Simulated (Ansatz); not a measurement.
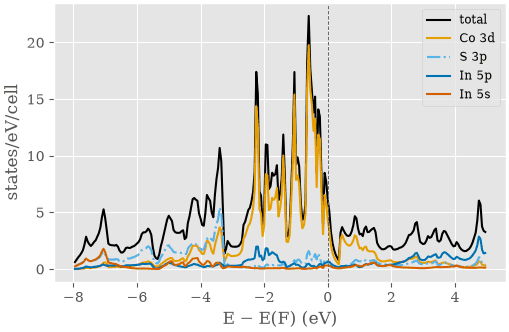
*Total and projected density of states of In$_{2}$Co$_{3}$S$_{2}$ in space group R-3m (No. 166; In on 3b, In on 3a, Co on 9d, S on 6c), DFT-PBEsol in the program Ansatz with PAW potentials*

Question: Which orbitals carry the states next to the Fermi level?

Answer: Within 0.5 eV of the Fermi level: Co 3d 82 %, S 3p 8 %, In 5p 5 %. Projections are on Löwdin-orthogonalised atomic valence shells; empty p or d shells of many metals are not among them.

Question: Where is the tallest occupied peak in this window, and what makes it?

Answer: Near -0.6 eV, about 22 states/eV per cell; the largest projected share is Co 3d.

The first step of the workflow began from a Materials Project structure, measured or hypothetical; the Crystallography Open Database files this formula in space group No. 166, but the cells were not matched. Whether it is the stable phase at ambient conditions was not checked. The cell was relaxed with PBEsol under the symmetry of its start; whether a distortion lowers the energy is not shown. The workflow began spin-polarised and lost its moments. Spin–orbit coupling is left out wherever it is not named.

Potentials: the later of the program's two PAW sets.
